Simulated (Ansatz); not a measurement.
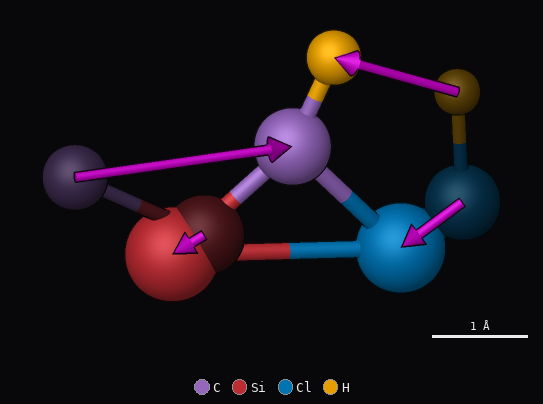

A relaxation of CHClSi. The starting structure is drawn faded, the final one solid; purple arrows show the displacements, at their true length. The two geometries are superimposed by the best rigid fit.

A ball-and-stick model, seen at a tilt.

It is one of the separated reactants of a reaction.

Level of theory: RKS PBE0-D4/def2-TZVP (Ansatz). (force threshold 0.005 eV/Å; at most 200 steps)

### Atoms of which element are displaced furthest, and by how much?

Carbon: up to 2.39 Å, against 1.48 Å for hydrogen.

### What happened in the run?

The energy falls by 4.890 eV in 21 accepted moves (22 points after the start). Largest force component: 0.6 eV/Å at the start, 0.00073 eV/Å at the end. The line search rejected the trial step at point 17 of the run. The C atom moves most after the best rigid fit: 2.39 Å. Largest moves by element: C 2.39 Å, H 1.48 Å, Cl 0.81 Å, Si 0.40 Å. Some distances before and after: C–H 4.224 → 1.079 Å, C–Cl 4.358 → 1.807 Å, Cl–H 1.303 → 2.453 Å, Cl–Si 2.839 → 2.529 Å. New bonds form, among them: C–Cl (4.36 → 1.81 Å), C–H (4.22 → 1.08 Å). Bonds break, among them: Cl–H (1.30 → 2.45 Å). Cost: 35 s on 2 threads of Arm Neoverse V2, on a shared host.

Limits of the set-up: the start holds two separate molecules, 2.8 Å apart at their closest, whose relative position is a soft coordinate.
